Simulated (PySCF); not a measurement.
**B$_{2}$F$_{3}$H$_{5}$Si$_{2}$ (SMILES B[SiH](B)[Si](F)(F)F): density, localisation and related maps**

Input

```
{"job": {"kind": "nmr", "xc": "PBE0", "basis": "pcSseg-1"}, "charge": 0, "multiplicity": 1}
B      0.295478     1.906607     0.633684
Si     0.449649     0.283261    -0.451651
B      1.797885    -0.888430     0.351109
Si    -1.582319    -0.797643    -0.482925
F     -2.133594    -1.265775     0.940598
F     -2.839287     0.011455    -1.041169
F     -1.686260    -2.159620    -1.307459
H      0.715983     2.934998     0.271905
H     -0.165949     1.864848     1.707718
H      0.699417     0.563243    -1.893408
H      1.596608    -1.418717     1.373908
H      2.853589    -1.034914    -0.128336
```

Run with:

```sh
OMP_NUM_THREADS=1 python probes_run.py task.json out
```

Geometry: GFN2-xTB.

Computed with PBE0/pcSseg-1, SCF density, gas phase, non-relativistic in PySCF.

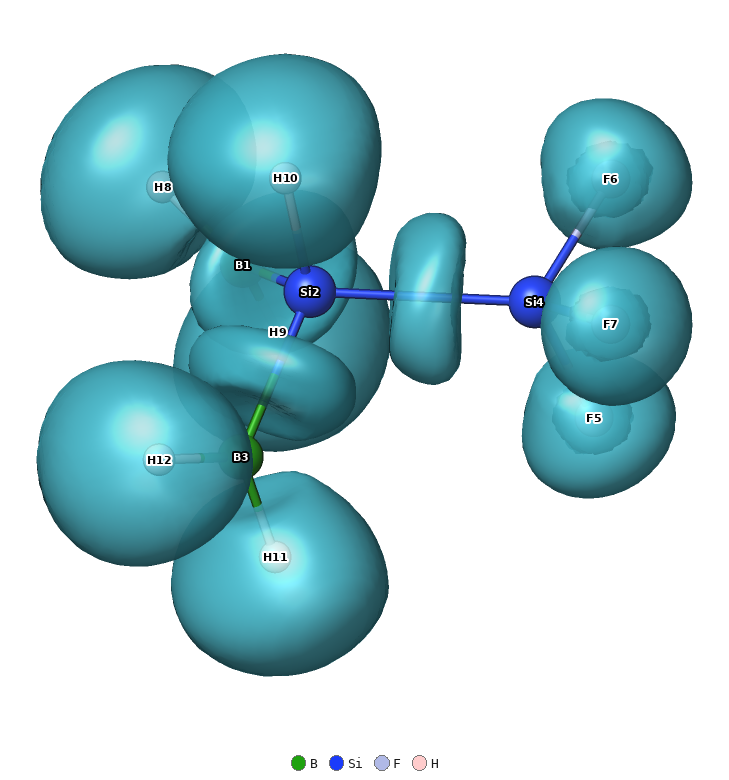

Figure 1. Isosurface of the electron localisation function at 0.75 (cyan), seen at an oblique angle. Core shells and regions of very low density are left out.

Q: What do the ELF domains correspond to?

A: The surface consists of two regions between bonded B–Si atoms (shared pairs), one region between bonded Si–Si atoms (shared pairs), five regions around hydrogen nuclei and three regions wrapped around F (its lone pairs, merged into a ring or cap). Along the contacts the grid gives the following. Si–F (1.60 Å): the ELF peaks at about 0.85 in the valence shell of F, 0.6 Å from its nucleus, and is about 0.50 at the midpoint. Si–B (1.96 Å): the ELF peaks at about 1 between the atoms: localised, covalent bonding.

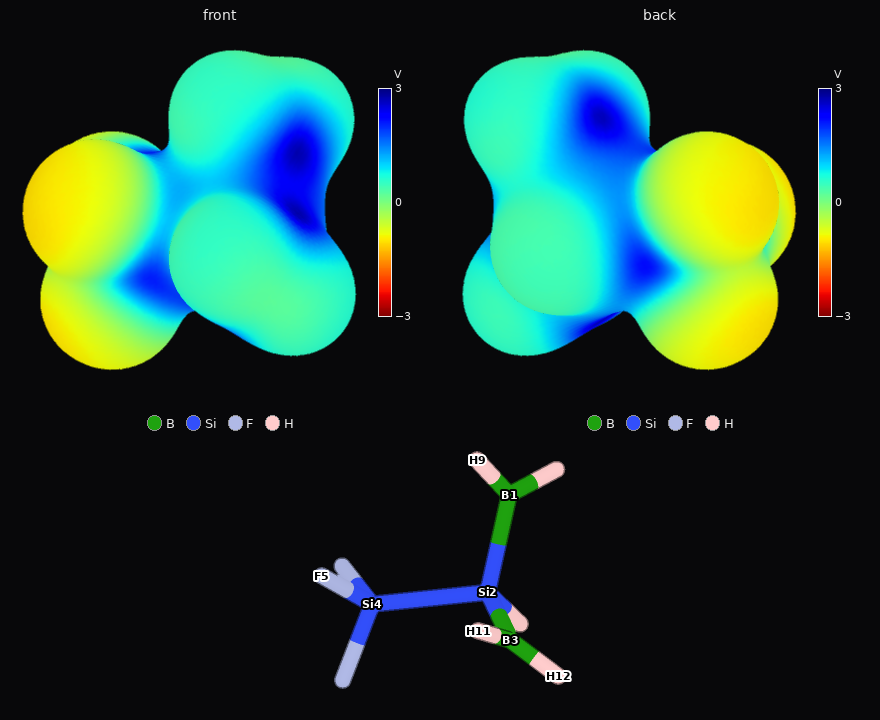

Figure 2. The molecular electrostatic potential painted on the density surface at 0.002 e/bohr³, seen from the front and from behind; the colour scale runs from red (negative) to blue (positive). The bare structure is drawn below in the same view.

Q: Describe the electrostatic potential map.

A: The most negative region (about −1.1 V) lies over F5, F6 and F7, the most positive (about +2.6 V) over B1 and B3.

Q: What dipole moment does the calculation give?

A: Its dipole moment is 3.92 D.

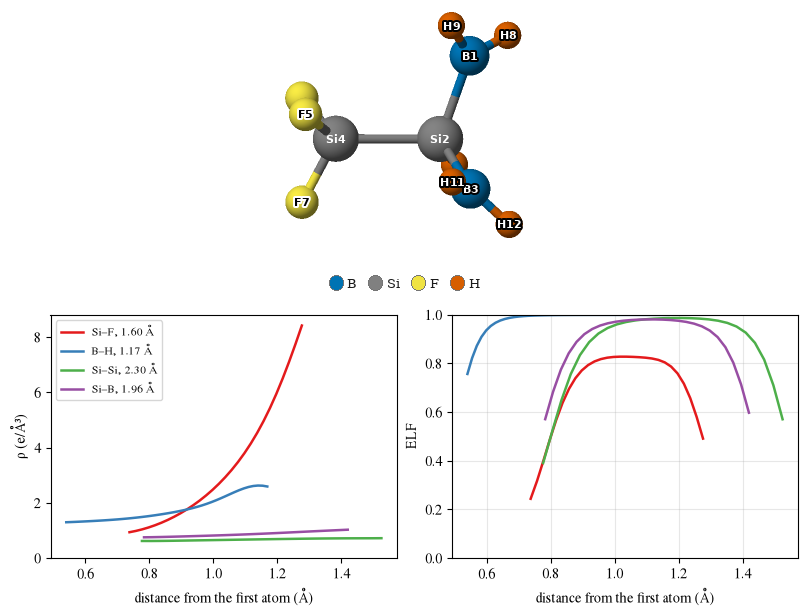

Figure 3. Total electron density and electron localisation function along straight lines between neighbouring atoms. The curves leave out the atomic cores. The structure is drawn too.

Q: Compare the contacts.

A: Si–F (1.60 Å): ρ is about 1.1 e/Å³ halfway; the ELF peaks at about 0.85 in the valence shell of F, 0.6 Å from its nucleus, and is about 0.50 at the midpoint.
B–H (1.17 Å): the density is about 1.3 e/Å³ at the midpoint; the ELF climbs to about 1 towards the hydrogen, as it does in any bond to H: a covalent bond by its length.
Si–Si (2.30 Å): the density is about 0.68 e/Å³ at the midpoint; the ELF peaks at about 1 between the atoms: a shared electron pair.
Si–B (1.96 Å): ρ is about 0.81 e/Å³ halfway; the ELF peaks at about 1 between the atoms: a covalent bond.
